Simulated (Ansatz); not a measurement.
# Work function of Ba(100): what the settings cost and change, part 2 of 2

Aim: the work function of Ba(100) across levels of theory at one geometry.

Ansatz 0.2.0; plane-wave DFT, PBE, Ansatz PAW (the session's first sound run).

So far, work function, upper face (eV): step 2 (slab, setting PBE, Ansatz PAW (420 eV)) 2.36; step 5 (RPBE) 2.26; step 6 (r2SCAN) 2.34; step 7 (PBE JTH) 2.37; step 8 (PBE norm-conserving) 2.36.

### 9. Slab

This step: plane-wave DFT, LDA, norm-conserving (Ansatz 0.2.0).

The input, input.yaml:

```yaml
crystal:
  lattice:
    - [5.02, 0.0, 0.0]
    - [0.0, 5.02, 0.0]
    - [0.0, 0.0, 33.06]
  atoms:
    - { symbol: Ba, position: [0.0, 0.0, 0.2722323049] }
    - { symbol: Ba, position: [0.5, 0.5, 0.3481548699] }
    - { symbol: Ba, position: [0.0, 0.0, 0.424077435] }
    - { symbol: Ba, position: [0.5, 0.5, 0.5] }
    - { symbol: Ba, position: [0.0, 0.0, 0.575922565] }
    - { symbol: Ba, position: [0.5, 0.5, 0.6518451301] }
    - { symbol: Ba, position: [0.0, 0.0, 0.7277676951] }
kpoints:
  mp_grid: { grid: [8, 8, 1] }
hamiltonian:
  xc: lda
  pseudopotentials: { kind: nc }
scf:
  occupations: { method: fermi_dirac, width: 0.1 }
  convergence: { dr2_threshold: 1.0e-09 }
efield:
  axis: 3
  dipole_correction: true
  ramp_position: 0.97
  ramp_width: 0.06
output:
  write_potential: true
  write_density: true
  volumetric_format: npy
```

The run is started by

```
> ansatz run input.yaml --threads 2 --pin off --max-ram 3072MiB --backend cpu --events-out ev --progress --plain --runs-dir out
```

Numbers of over 12 decimals in the logs are rounded to 6 here.

What it wrote:

```text
[...]
Crystal: 7 atoms, lattice volume = 833.125 Å³
Basis set: ecut = 770 eV, 40409 PW (Γ)
Bands: 42, of which v1, the nominal top of the filled ones, is band 35 counted from 1 (34 counted from 0)
Symmetry: 8 space group operations
k-points: 15 of 64
[...]
k-point 0: bands = [... 31 lower, 0.7516, 1.3176, 1.4185, 1.4405, 1.5428, 1.6185, 1.9558, 2.4884, ... 10 higher]
  k-point 1: bands = [... 31 lower, 0.8224, 1.3656, 1.4957, 1.5288, 1.5927, 1.7122, 2.0047, 2.4513, ... 10 higher]
  k-point 2: bands = [... 31 lower, 0.9581, 1.3667, 1.6022, 1.6452, 1.7453, 1.9828, 2.2228, 2.4462, ... 10 higher]
  k-point 14: bands = [... 31 lower, 1.4725, 1.9036, 2.0159, 2.2619, 2.2878, 2.2878, 2.3267, 2.3267, ... 10 higher]
[key lines of the parts left out:]
SCF converged after 10 iterations
Free energy (F): -5346.834172 eV
Fermi energy:    1.877707 eV
Dipole field:    D = -0.000000 V/Å  (p = -0.000001 e·Å, saw-weighted, corrected)
Work function:   Φ+ = 2.5344 eV   Φ− = 2.5344 eV
```

Wall time 2.6 min (2 threads of Intel Xeon 6975P-C (Granite Rapids), shared host); peak memory 2.4 GiB; 5.1 min of CPU time.

The work function is 2.534 eV, +0.170 eV from the run “PBE, Ansatz PAW (420 eV)”, at 2.4 times its CPU time.

### 10. Slab, setting PBE, all layers relaxed

This step: plane-wave DFT, PBE, Ansatz PAW (Ansatz 0.2.0).

Edit input.yaml of step 9 so:

```diff
@@ -16,4 +16,3 @@
 hamiltonian:
-  xc: lda
-  pseudopotentials: { kind: nc }
+  xc: pbe
 scf:
@@ -26,2 +25,5 @@
   ramp_width: 0.06
+relax:
+  f_tol: 0.01
+  max_steps: 40
 output:
```

What it wrote:

```text
[...]
Crystal: 7 atoms, lattice volume = 833.125 Å³
Basis set: ecut = 420 eV, 16363 PW (Γ), exchange–correlation on 72×72×450 points (8 copies of the dense FFT grid, shifted against one another)
Bands: 42, of which v1, the nominal top of the filled ones, is band 35 counted from 1 (34 counted from 0)
Symmetry: 8 space group operations
k-points: 15 of 64
[...]
F+E_penalty+E_count = -41645.94488285 eV   max|allowed force component| = 2.964e-3 eV/Å
  atoms:
    - { symbol: Ba, position: [0, 0.0, 0.270734] }
    - { symbol: Ba, position: [0.5, 0.5, 0.350016] }
    - { symbol: Ba, position: [0, 0.0, 0.423290] }
    - { symbol: Ba, position: [0.5, 0.5, 0.500000] }
    - { symbol: Ba, position: [0, 0.0, 0.576710] }
    - { symbol: Ba, position: [0.5, 0.5, 0.649984] }
    - { symbol: Ba, position: [0, 0.0, 0.729266] }
[key lines of the parts left out:]
SCF converged after 8 iterations
Free energy (F): -41645.944883 eV
Fermi energy:    2.062568 eV
Dipole field:    D = -0.000000 V/Å  (p = -0.000000 e·Å, saw-weighted, corrected)
Work function:   Φ+ = 2.3577 eV   Φ− = 2.3577 eV
```

It took 2.2 min on 2 threads; peak memory 1.2 GiB; 4.3 min of CPU time.

The relaxation took 4 steps and lowered the energy by 0.012 eV; the largest force on the free atoms ends at 0.0030 eV/Å.

The work function is 2.358 eV, -0.006 eV from the run “PBE, Ansatz PAW (420 eV)”, at 2.0 times its CPU time.

### 11. Slab

This step: plane-wave DFT, PBE, fully relativistic PAW with spin-orbit coupling (Ansatz 0.2.0).

Edit input.yaml of step 10 so:

```diff
@@ -17,2 +17,3 @@
   xc: pbe
+  pseudopotentials: { kind: paw_fr }
 scf:
@@ -25,5 +26,5 @@
   ramp_width: 0.06
-relax:
-  f_tol: 0.01
-  max_steps: 40
+magnetization:
+  noncollinear: true
+  spin_orbit: true
 output:
```

What it wrote:

```text
[...]
non-collinear run that drives no moment, with spin-orbit: no starting moment large enough to seed its density (crystal.atoms[].spin), no starting occupations that ask for one, no magnetisation constraint and no magnetic field, so the semilocal B_xc is pinned to zero
Crystal: 7 atoms, lattice volume = 833.125 Å³
[...]
k-point 1: bands = [... 66 lower, 1.6617, 1.6617, 1.6915, 1.6915, 1.7539, 1.7539, 1.8769, 1.8769, ... 24 higher]
  k-point 2: bands = [... 66 lower, 1.7747, 1.7747, 1.8097, 1.8097, 1.9060, 1.9060, 2.1336, 2.1336, ... 24 higher]
  k-point 14: bands = [... 66 lower, 2.1930, 2.1930, 2.3998, 2.3998, 2.4655, 2.4655, 2.4923, 2.4923, ... 24 higher]
[key lines of the parts left out:]
SCF converged after 13 iterations
Magnetization: |M| = 0.0000 μB,  M = (+0.0000, +0.0000, +0.0000) μB
Free energy (F): -41679.249468 eV
Fermi energy:    2.052606 eV
Dipole field:    D = 0.000000 V/Å  (p = 0.000002 e·Å, saw-weighted, corrected)
Work function:   Φ+ = 2.3657 eV   Φ− = 2.3657 eV
```

Run time: 7.3 min. Hardware: 2 threads; peak memory 2.8 GiB.

The work function is 2.366 eV, +0.002 eV from the run “PBE, Ansatz PAW (420 eV)”, at 6.7 times its CPU time.

### 12. Comparing the runs

Times are for 2 threads of Intel Xeon 6975P-C (Granite Rapids), shared host. The runs compared:

```csv
no.,setting,"work function, upper face (eV)",time,memory (GiB)
1,"PBE, Ansatz PAW (420 eV)",2.364,66 s,1.3
2,"LDA, Ansatz PAW (420 eV)",2.534,48 s,1.3
3,"PBEsol, Ansatz PAW (420 eV)",2.401,67 s,1.3
4,"RPBE, Ansatz PAW (420 eV)",2.260,63 s,1.3
5,"r2SCAN, Ansatz PAW (500 eV)",2.335,2.1 min,2.6
6,"PBE, JTH PAW (660 eV)",2.366,2 min,2.2
7,"PBE, norm-conserving (770 eV)",2.364,2.8 min,2.4
8,"LDA, norm-conserving (770 eV)",2.534,2.6 min,2.4
9,"PBE, all layers relaxed",2.358,2.2 min,1.2
10,PBE with spin-orbit coupling (420 eV),2.366,7.3 min,2.8
```

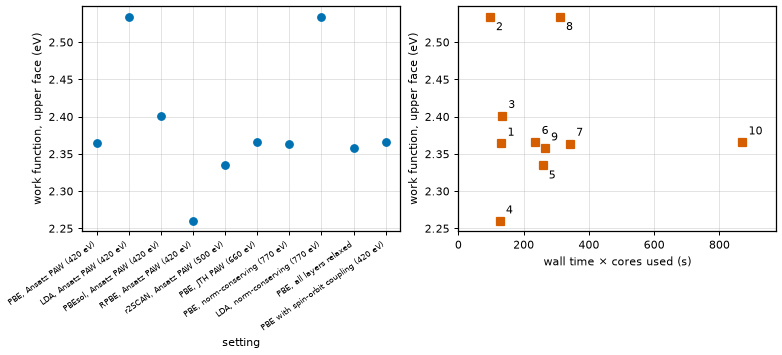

The series as plots; the last panel sets the first result against cost, with the runs numbered as in the table.

### 13. Varying the input

This step: plane-wave DFT, PBE, Ansatz PAW (Ansatz 0.2.0).

An input spoilt on purpose, to show how the run answers: it repeats the earlier run “PBE, Ansatz PAW (420 eV)” with efield.axis from 3 to 0, and scf.max_iter set to 100; its output block differs too.

Edit input.yaml of step 11 so:

```diff
@@ -17,3 +17,2 @@
   xc: pbe
-  pseudopotentials: { kind: paw_fr }
 scf:
@@ -21,4 +20,5 @@
   convergence: { dr2_threshold: 1.0e-09 }
+  max_iter: 100
 efield:
-  axis: 3
+  axis: 0
   dipole_correction: true
@@ -26,5 +26,2 @@
   ramp_width: 0.06
-magnetization:
-  noncollinear: true
-  spin_orbit: true
 output:
```

What it wrote:

```text
Error: invalid value for `efield.axis`: must be in [1, 3]; got 0
```

Wall time 0.01 s (2 threads); peak memory 0.1 GiB.

The input was rejected at the start.

The program's message: “Error: invalid value for `efield.axis`: must be in [1, 3]; got 0”

The fault put into the input: an axis of 0, outside the range 1 to 3.

### 14. Results

```json
{"work function, PBE, Ansatz PAW (420 eV)": "2.364 eV", "work function, LDA, Ansatz PAW (420 eV)": "2.534 eV", "work function, RPBE, Ansatz PAW (420 eV)": "2.260 eV", "work function, r2SCAN, Ansatz PAW (500 eV)": "2.335 eV", "work function, LDA, norm-conserving (770 eV)": "2.534 eV", "work function, PBE, all layers relaxed": "2.358 eV", "work function, PBE with spin-orbit coupling (420 eV)": "2.366 eV"}
```

What this shows: PBE on the default files gives 2.36 eV, and the settings tried spread the value from 2.26 to 2.53 eV. At one geometry LDA lies 0.17 eV above PBE. The choice of pseudopotentials moves the PBE value by 0.002 eV. Relaxing the layers changes it by -0.006 eV. Spin-orbit coupling, on the fully relativistic files, changes it by +0.00 eV. The ladder's slabs use the tabulated experimental lattice constant (two decimals; a low-temperature value for the alkali metals).

[Logs are printed without paths, hosts, clocks, repeated set-up lines and the standing remarks that a program may print on its own settings, such as how far it seeks lower states.]

[Hosts, paths, dates, database ids (printed as entryN), source tags and the programs' standing remarks are cut or masked in the printed files.]

[Maps of the electrostatic potential energy from Ansatz leave out the sawtooth potential of an applied field or a dipole correction, so their vacuum need not be flat; planar profiles and work functions include it.]
